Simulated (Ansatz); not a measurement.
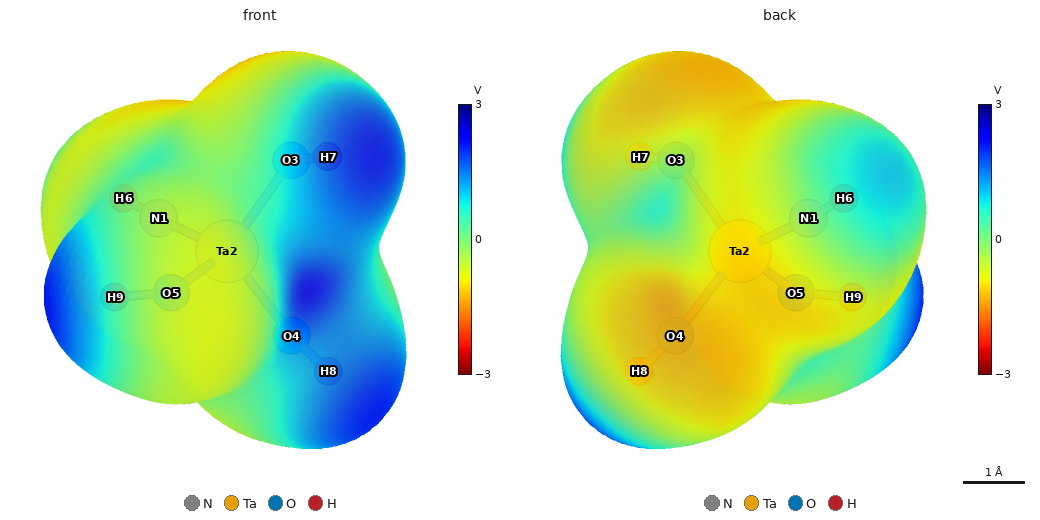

*H4NO3Ta (SMILES [NH]=[Ta]([OH])([OH])[OH]). The molecular electrostatic potential painted on the density surface at 0.001 e/bohr³, seen from the front and from behind; red is negative and blue positive.*

Geometry: PBE0-D4/def2-TZVP; core potentials replace the inner electrons of Ta.

Computed with RKS PBE0-D4/def2-TZVPP in Ansatz 0.2.0.

Input file:

```
crystal:
  periodic: [false, false, false]
  atoms:
    - {symbol: N, position_ang: [-0.351014, 1.232505, -1.289784]}
    - {symbol: Ta, position_ang: [0.021130, -0.011919, -0.090414]}
    - {symbol: O, position_ang: [1.902144, -0.397945, -0.202678]}
    - {symbol: O, position_ang: [-1.058408, -1.554663, -0.482868]}
    - {symbol: O, position_ang: [-0.386393, 0.604411, 1.670760]}
    - {symbol: H, position_ang: [-0.539720, 1.891973, -2.023649]}
    - {symbol: H, position_ang: [2.437403, -0.920450, 0.394610]}
    - {symbol: H, position_ang: [-1.194850, -2.336551, 0.052143]}
    - {symbol: H, position_ang: [-0.741793, 1.446238, 1.954779]}
basis:
  gaussian: {orbitals: def2-TZVPP}
hamiltonian: {xc: pbe0, dispersion: d4}
output: {orbitals: {seedname: orbitals}}
```

Run with:

```sh
ansatz run in.yaml --threads 4 --pin off --events-out ev --progress --plain --max-ram 10444MiB
```

Which sites attract a positive test charge, and which a negative one?

Answer. A positive charge is drawn to the negative regions and a negative charge to the positive ones. The most negative region (about −1.3 V) lies over O3 and O4, the most positive (about +2.1 V) over Ta2, H7, H8 and H9.
